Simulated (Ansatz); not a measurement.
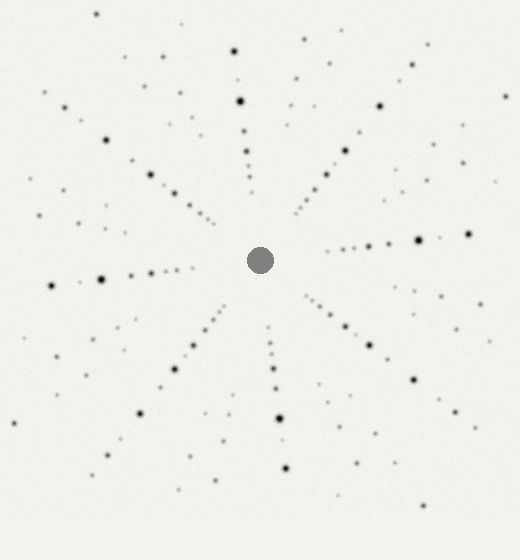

Simulated back-reflection Laue pattern (white X-rays, 0.45 to 2.2 Å, flat plate covering ±45° about the beam, kinematic intensities, seen from the source).

> Which symmetry elements lie along the beam?

4mm: a fourfold axis with mirror lines.

The crystal is Zn₃PbO, space group Pm-3m (No. 221), a = 4.38 Å. Structure: the end point of a relaxation (final pressure about 2 GPa) with DFT PBE, scalar-relativistic, plane waves, PAW in Ansatz; the starting structure was generated, so it need not be a known form of this composition.

> Which direction points towards the source?

[001] or one equivalent to it by a rotation of the Laue group. In Laue class m-3m no other family of directions with a member of indices 0 and ±1 has this symmetry.
